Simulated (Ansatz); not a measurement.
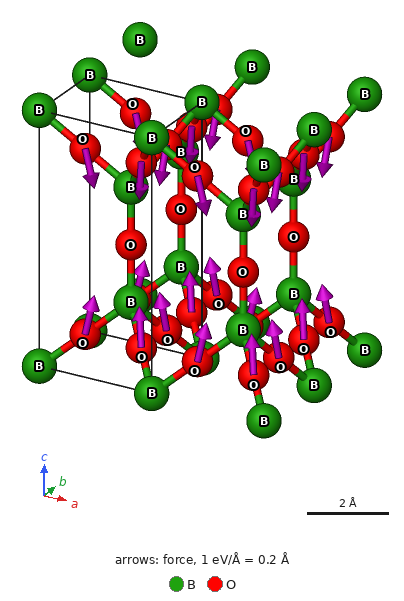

Starting geometry of crystalline B3O7 (a generated structure, set up in P-6m2) (coarse preliminary run) with the computed forces as purple arrows. Style: ball-and-stick. Shown: the cell of the calculation, repeated 2 × 2 × 1 with one cell outlined, slightly off an axis.

All numbers below come from DFT PBE, scalar-relativistic, plane waves, PAW in Ansatz 0.2.0. Settings: plane-wave cutoff 420 eV; k-point mesh 6 × 6 × 4; occupations gaussian; smearing width 0.1 eV; no spin polarisation; cell and atoms relaxed; force threshold 0.04 eV/Å; at most 70 steps.

> What follows when this structure is relaxed?

It isn't relaxed: the largest force vector, on O atoms, is 5.23 eV/Å. The final displacements follow the starting forces only in part (cosine between the two patterns 0.80). After 12 accepted moves (16 points after the start) the energy has fallen by 607 meV per atom. The largest force component goes from 5.1 to 0.012 eV/Å. The pressure goes from 29.19 to −0.09 GPa. The line search rejected the trial step at point 10 of the run. The SCF was repeated 3 times at an unchanged geometry on a basis and grid sized afresh for the cell, which shifted the energy by 40.6 meV per atom at most. The largest moves relative to the cell, 0.15 Å, are those of B atoms. Largest moves by element: B 0.15 Å, O 0.11 Å. The volume changes by +15.6 %, with a = b 4.127 → 4.829 Å (+17.0 %), c 6.506 → 5.491 Å (−15.6 %). Among the contacts that change: B–O 1.490 → 1.638 Å, B–O 1.464 → 1.389 Å, B–O 1.490 → 1.483 Å. Among the angles between lasting bonds that change: O–B–O 87.7° → 109.8°, O–B–O 126.9° → 109.2°, B–O–B 180.0° → 167.1°. The space group stays P-6m2 (No. 187). Cost: 110 s on 1 thread of Intel(R) Xeon(R) Platinum 8259CL CPU @ 2.50GHz (Skylake/Cascade Lake) (shared host), peak memory 0.43 GiB.

Limits of the set-up: an odd number of electrons was run without spin polarisation, which fails if the electron would localise.
